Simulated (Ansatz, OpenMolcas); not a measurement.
## How basis sets differ on LiH (SMILES [LiH])

LiH: 2 atoms, total charge 0, spin state singlet. SMILES: `[LiH]`. Geometry: the measured bond length.

```jsonl
{"atom": "Li", "x (Å)": "0.0000", "y (Å)": "0.0000", "z (Å)": "0.0000"}
{"atom": "H", "x (Å)": "0.0000", "y (Å)": "0.0000", "z (Å)": "1.5957"}
```

Quantity: the HOMO–LUMO gap, in eV. The values are calculated.

| level | kind | program | value (eV) |
| --- | --- | --- | --- |
| B3LYP/def2-SVP | global hybrid | OpenMolcas | 4.09 |
| B3LYP/6-31G* (spherical functions) | global hybrid | OpenMolcas | 4.11 |
| B3LYP/6-31G* (Cartesian functions) | global hybrid | OpenMolcas | 4.11 |
| B3LYP/6-31G** (spherical functions) | global hybrid | OpenMolcas | 4.11 |
| B3LYP/cc-pV(D+d)Z | global hybrid | Ansatz | 3.96 |
| B3LYP/cc-pVTZ | global hybrid | Ansatz | 3.94 |
| B3LYP/cc-pV(Q+d)Z | global hybrid | Ansatz | 3.93 |
| B3LYP/cc-pV(5+d)Z | global hybrid | Ansatz | 3.93 |

The values span 3.93 to 4.11 eV. Orbital gaps aren't excitation energies.

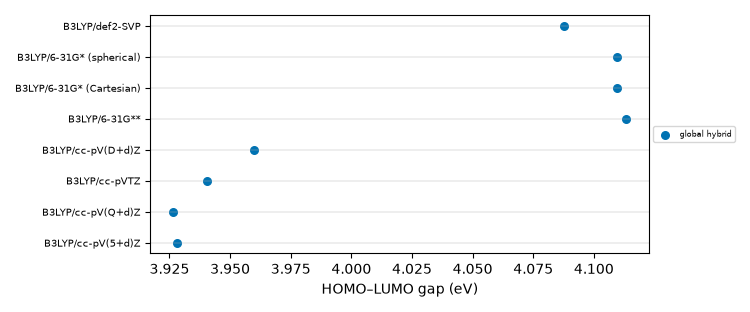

The values of the table, level by level.
